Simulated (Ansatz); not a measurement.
Input

```
crystal:
  periodic: [false, false, false]
  atoms:
    - { symbol: B, position_ang: [0.0, 0.0, 0.0] }
    - { symbol: H, position_ang: [0.0, 0.0, 1.19] }
    - { symbol: "N", position_ang: [1.3423, 0.0, -0.775] }
    - { symbol: H, position_ang: [1.8089, -0.9179, -1.0268] }
    - { symbol: H, position_ang: [1.7937, 0.9179, -1.0532] }
    - { symbol: "N", position_ang: [-1.3423, 0.0, -0.775] }
    - { symbol: H, position_ang: [-2.0112, -0.8164, -0.6764] }
    - { symbol: H, position_ang: [-1.5914, 0.8164, -1.4036] }
basis:
  gaussian: { orbitals: def2-mTZVP }
hamiltonian:
  xc: r2scanh
relax:
  f_tol: 0.02
  max_steps: 40
output:
  orbitals: {}
```

Run with:

```sh
ansatz run input.yaml --threads 1 --pin off --max-ram 2048MiB --backend cpu --events-out ev --progress --plain --runs-dir out
```

The fields are those of the run's last geometry, not of the input's.

These are results of Ansatz 0.2.0, RKS r2SCANh/def2-mTZVP, not measurements.

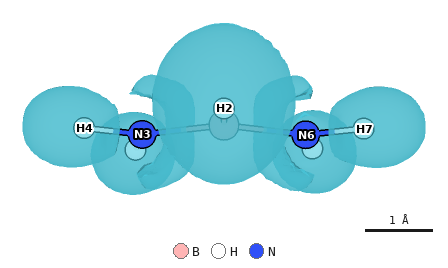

BH$_{5}$N$_{2}$. Isosurface of the ELF at 0.85 (cyan), seen from one side. Only the valence region is drawn (cores and ρ < 0.01 e/Å³ removed).

Q: What do the ELF domains correspond to?

A: The ELF exceeds this value in two regions between bonded B–N atoms (shared pairs) and five regions around hydrogen nuclei. Along the contacts the grid gives the following. B–N (1.41 Å): the ELF peaks at about 0.95 between the atoms; a polar covalent bond. N–H (1.00 Å): the ELF climbs to about 1 towards the hydrogen, as it does in any bond to H: an ordinary covalent bond to hydrogen.
